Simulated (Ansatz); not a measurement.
# A computed series for BC5: pressure series

Consider BC5 (space group I-4m2, No. 119; a = 2.513 Å, c = 11.411 Å; a cell from a computed database, its experimental status unchecked).

Cell and atoms are relaxed at each pressure.

Method: PBE in Ansatz (plane waves to 420 eV, PAW, spin-orbit coupling left out).

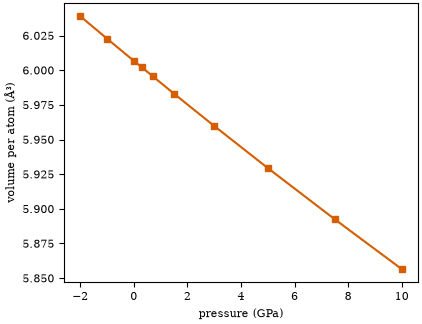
Volume per atom against pressure

```
pressure (GPa)  volume per atom
--------------  ---------------
-2                      6.04 Å³
-1                      6.02 Å³
0.3                     6.00 Å³
0.7                     6.00 Å³
1.5                     5.98 Å³
3                       5.96 Å³
5                       5.93 Å³
7.5                     5.89 Å³
10                      5.86 Å³
```

Load acts through the strain it causes; cell and atoms are relaxed under it. Whether these cells are dynamically stable was not tested. Competing high-pressure phases were not computed. The final runs are not spin-polarised. An odd electron count without spin: BC5.

Ansatz is a quantum-chemistry and plane-wave program.
